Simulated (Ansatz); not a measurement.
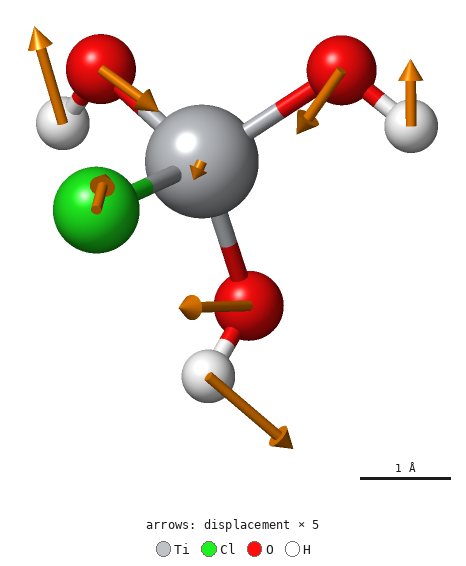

This is a relaxation of TiH3O3Cl. The starting structure is drawn; orange arrows show the displacements, magnified 5 times. The two geometries are superimposed by the best rigid fit.

A ball-and-stick model, seen from a free direction.

The run prepares the start of a later molecular dynamics calculation, from a guessed geometry.

Level of theory: Ansatz, RKS r2SCAN-D4/def2-SVP. Settings: no spin polarisation; force threshold 0.02 eV/Å; at most 40 steps.

**What happened in the run?**

An H atom moves most after the best rigid fit: 0.27 Å. By element the largest moves are H 0.27 Å, O 0.25 Å, Cl 0.14 Å, Ti 0.05 Å. Some distances before and after: O–Ti 1.919 → 1.768 Å, Cl–Ti 2.370 → 2.227 Å, H–O 1.010 → 0.964 Å. Bond angles that change, for instance: Ti–O–H 109.5° → 142.9°, Ti–O–H 109.5° → 129.0°, Ti–O–H 109.5° → 129.0°. Over 10 geometry steps the energy falls by 1.011 eV. Largest force component: 2.9 eV/Å at the start, 0.0075 eV/Å at the end.
